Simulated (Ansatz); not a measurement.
## Breaking a bond in SnF2 (SMILES [F][Sn][F])

SnF2: 3 atoms, total charge 0, spin state singlet. SMILES: `[F][Sn][F]`. Geometry: a GFN2-xTB relaxation, a rough one for these elements and not checked as a minimum.

```xyz
3

Sn    0.0053   -0.0076   -0.8651
F     1.6183   -0.0212    0.4431
F    -1.6236    0.0288    0.4221
```

The Sn1–F3 distance is scanned; the parts on either side stay rigid. Basis STO-3G, 20 core orbitals frozen in the correlated methods; program Ansatz 0.2.0. FCI is exact within this basis and core. Energies in eV from each method's value at 2.076 Å; methods without a U are spin-restricted; a dash marks a point that is missing or didn't converge. The shape above is that at 2.076 Å.

```
distance (Å)  SVWN5  BLYP  CAM-B3LYP  HSE06   MP2  CCSDT(Q)   FCI
       2.076   0.00  0.00       0.00   0.00  0.00      0.00  0.00
       2.596   2.33  2.14       2.64   2.45  2.47      1.87  1.87
       3.115   4.38  4.07       5.02   4.66  4.12      2.90  2.89
       4.153   5.85  5.51       7.03   6.37  3.25      3.18  3.15
       5.191   6.02  5.68       7.46   6.62  0.82         –  3.15
```

Departure from the FCI curve at its largest: SVWN5 +2.86 eV at 5.19 Å; BLYP +2.53 eV at 5.19 Å; CAM-B3LYP +4.31 eV at 5.19 Å; HSE06 +3.47 eV at 5.19 Å; MP2 -2.33 eV at 5.19 Å; CCSDT(Q) +0.03 eV at 4.15 Å. The curve of MP2 turns over, which the reference doesn't. Restricted functionals keep the electrons paired too, and rise too high.

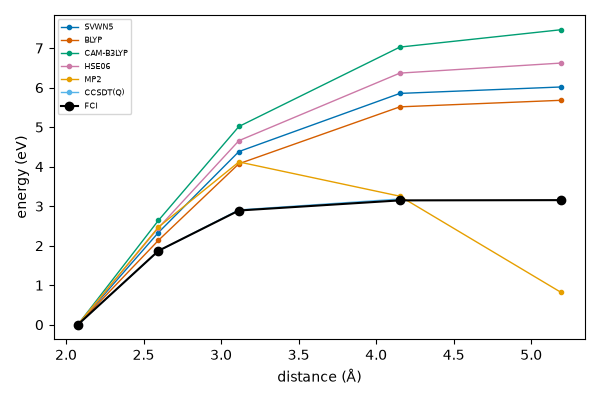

The curves of the table.
